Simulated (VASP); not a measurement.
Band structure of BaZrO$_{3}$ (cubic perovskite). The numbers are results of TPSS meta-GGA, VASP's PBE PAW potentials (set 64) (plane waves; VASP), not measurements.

Unless said otherwise, spin-orbit coupling is left out, though it shifts the bands of the heavy elements here.

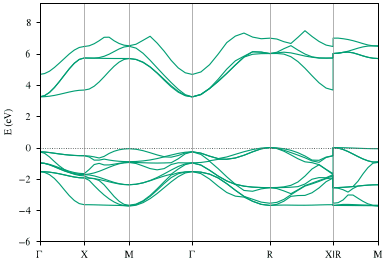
Figure. Bands along high-symmetry lines, zero at the valence-band maximum or, without a gap, the Fermi level

Q: Read the plot: is there a gap, and where are the band edges?

A: The gap is indirect, 3.24 eV, from the valence maximum at R to the conduction minimum at Γ.

The compound is BaZrO3 in the cubic perovskite structure. It was relaxed first.
